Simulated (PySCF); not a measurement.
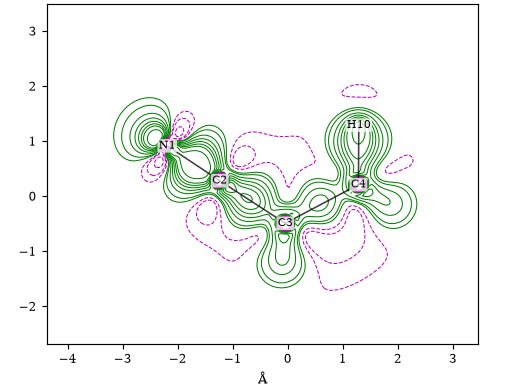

C5H4N2, SMILES `N#C[CH]1C[CH]1C#N`. Deformation density (molecule less spherical, spin-averaged free atoms) in the plane of N1, C2, C3, C4 and H10; contours at ±0.05 to ±0.8 e/Å³; solid green lines: gain, dashed magenta lines: loss.

Method: B3LYP/def2-TZVP; geometry: GFN2-xTB; program: PySCF. No frequency check shows the geometry to be a minimum.

Q: Describe the bonding that the map shows.

A: N1–C2: +1.05 e/Å³ at the bond critical point (bond length 1.14 Å, Mayer order 3.0). C4–H10: +0.78 e/Å³ at the bond critical point (bond length 1.08 Å, Mayer order 1.0). C2–C3: +0.57 e/Å³ at the bond critical point (bond length 1.42 Å, Mayer order 1.0). C3–C4: +0.37 e/Å³ at the bond critical point (bond length 1.50 Å, Mayer order 0.9). In all, 2.8 electrons gather in the regions of gain relative to the promolecule.

Q: Where do the Hirshfeld charges lie?

A: The highest Hirshfeld charge is on C2 and C6 (+0.09 e), the lowest on N1 and N7 (−0.22 e).

```json
{"atom": "N1", "charge (e)": "−0.22"}
{"atom": "C2", "charge (e)": "+0.09"}
{"atom": "C3", "charge (e)": "0.00"}
{"atom": "C4", "charge (e)": "−0.04"}
{"atom": "C5", "charge (e)": "0.00"}
{"atom": "C6", "charge (e)": "+0.09"}
{"atom": "N7", "charge (e)": "−0.22"}
{"atom": "H8", "charge (e)": "+0.08"}
{"atom": "H9", "charge (e)": "+0.07"}
{"atom": "H10", "charge (e)": "+0.07"}
{"atom": "H11", "charge (e)": "+0.08"}
```
